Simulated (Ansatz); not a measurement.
Input file:

```
crystal:
  periodic: [false, false, false]
  atoms:
    - {symbol: O, position_ang: [0.000000, 0.000000, -1.493844]}
    - {symbol: Si, position_ang: [0.000000, 0.000000, 0.004419]}
    - {symbol: H, position_ang: [0.000000, 0.000000, 1.489425]}
basis:
  gaussian:
    orbitals: def2-TZVPD
total_charge: 1
hamiltonian:
  xc: {name: PBE0}
output:
  forces: true
  orbitals: {seedname: orbitals}
```

Run with:

```sh
ansatz run input.yaml --threads 1 --pin off --max-ram 2610MiB --events-out events.jsonl --progress --plain --runs-dir runs
```

Geometry: PBE0-D3(BJ)/def2-SVP.

The calculation used Ansatz, isolated molecule in a Gaussian basis; Kohn-Sham density functional theory, functional PBE0.

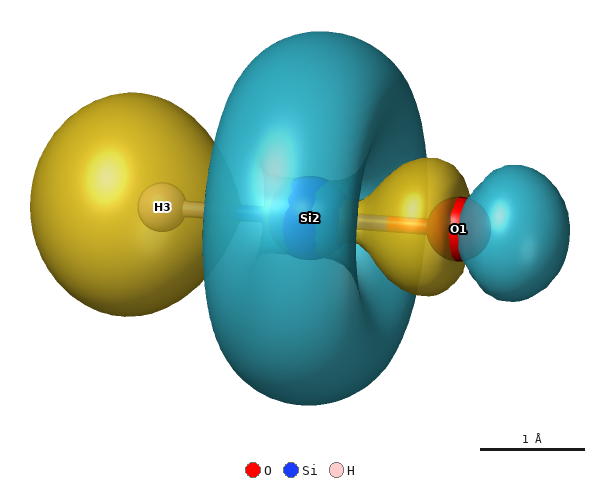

HOSi (SMILES O=[SiH+]) (charge +1). The LUMO at ±0.1 Å⁻³ᐟ² (yellow and cyan are the two phases), seen from one side.

> Describe this orbital and give its energy.

Its weight (Hirshfeld) is mainly on Si2 (about 60 %), H3 (about 25 %) and O1 (about 15 %); it is of σ type. Its energy is −10.02 eV.
